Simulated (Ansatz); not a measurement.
## Electronic structure of AlH₅N (doublet) in real space

```xyz
7

Al   -0.0572   -0.4213    0.2731
H     0.8454   -0.5860    2.8699
H     1.2553    0.3784   -0.1652
H    -1.4626    0.3266    0.1134
N     0.0686   -0.1236    2.3671
H    -0.7928   -0.4424    2.7955
H     0.1432    0.8682    2.5662
```

Not at a stationary point (largest force 0.9 eV/Å).

Method: Ansatz 0.2.0, UKS BHLYP-D4/def2-SVP.

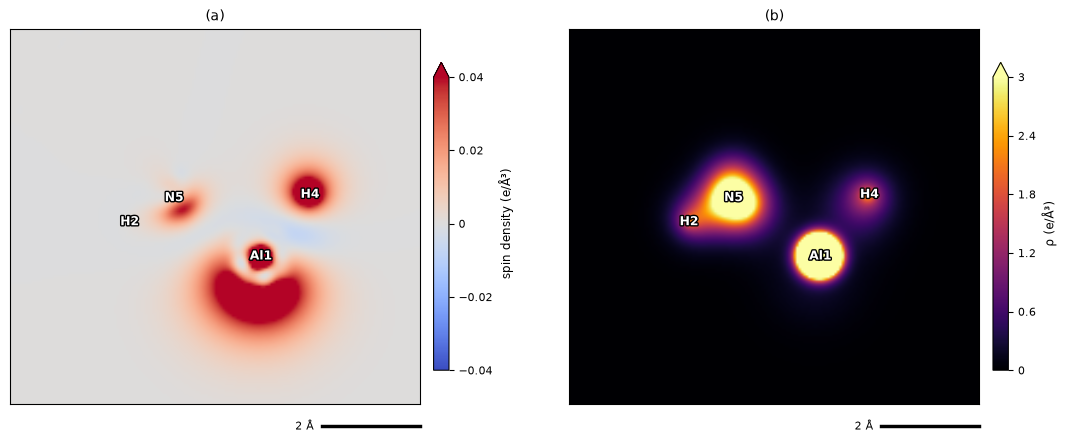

Figure 1. (a) spin density; (b) total electron density on the plane of atoms H4, Al1 and N5.

### Read the bonding off the picture.

Atoms in the plane: Al, H and N. Al–N (2.12 Å): ρ is about 0.41 e/Å³ halfway. N–H (1.03 Å): ρ is about 2.7 e/Å³ halfway. Al–H (1.60 Å): ρ is about 0.51 e/Å³ halfway. The unpaired spin (1 electron) lies mostly on Al1 (about 0.8), in electrons by Hirshfeld's partition.

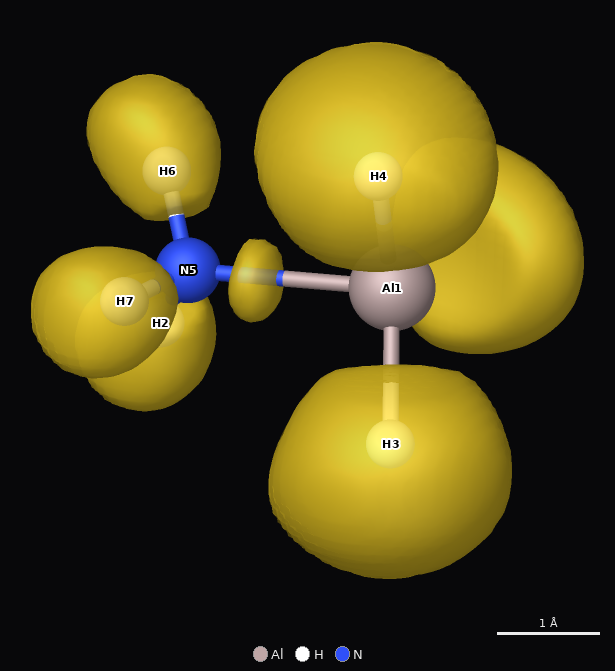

Figure 2. Isosurface of the ELF at 0.9 (yellow), seen at a tilt. Core shells and regions of very low density are left out.

### Where are the electrons localised?

At this value the surface marks out five regions around hydrogen nuclei, one lobe of the valence shell of N pointing towards Al and one lobe on Al, pointing away from the bonds (non-bonding electrons). Along the contacts the grid gives the following. Al–N (2.12 Å): the ELF peaks at about 0.95 in the valence shell of N, 0.8 Å from its nucleus, and is about 0.70 at the midpoint. N–H (1.01 Å): the ELF climbs to about 1 towards the hydrogen, as it does in any bond to H (an ordinary covalent bond to hydrogen).

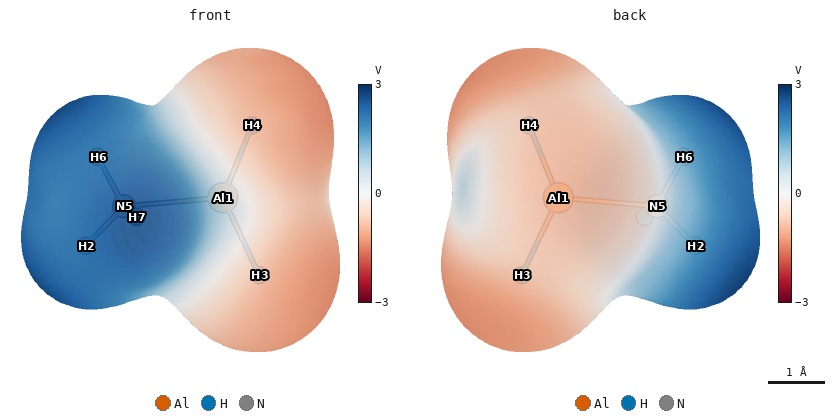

Figure 3. The electrostatic potential painted on the density surface at 0.002 e/bohr³, seen from the front and from behind; the colour scale runs from red (negative) to blue (positive).

### Where is the surface potential most negative and most positive?

The most negative region (about −1.4 V) lies over H3 and H4, the most positive (about +2.7 V) over H2.
